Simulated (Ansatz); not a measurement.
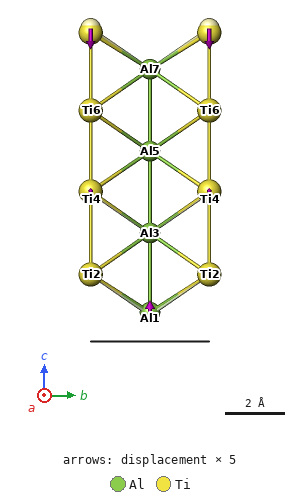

A relaxation of a slab of composition TiAl (cut from the P4/mmm phase). The starting structure is drawn faded, the final one solid; purple arrows show the displacements, magnified 5 times.

The picture is a ball-and-stick view of the 2 × 1 repeat of the cell, outlined in the plane, without the vacuum, seen along the a axis.

Case: (1 0 0) slab, atoms relaxed. The slab is the (1 0 0) face of TiAl.

These are results of DFT r2SCAN, scalar-relativistic, plane waves, PAW in Ansatz 0.2.0, not measurements. Settings: plane-wave cutoff 500 eV; k-point mesh 12 × 9 × 1; occupations gaussian; smearing width 0.1 eV; no spin polarisation; dipole correction; atoms relaxed in a fixed cell; force threshold 0.02 eV/Å; at most 60 steps.

**Which element moves most?**

Titanium: up to 0.15 Å, against 0.11 Å for aluminium.

**What happened in the run?**

After 3 geometry steps the energy has fallen by 83.1 meV per cell of the calculation. The largest force component goes from 0.73 to 0.004 eV/Å. The atom that moves furthest relative to the layer's centre is a Ti atom (0.15 Å along the normal (−c)). By element the largest moves are Ti 0.15 Å, Al 0.11 Å. The lattice vectors keep their values. Among the contacts that change: Ti–Ti 2.811 → 2.669 Å, Al–Al 2.811 → 2.718 Å, Al–Ti 2.843 → 2.772 Å, Ti–Ti 2.811 → 2.776 Å.
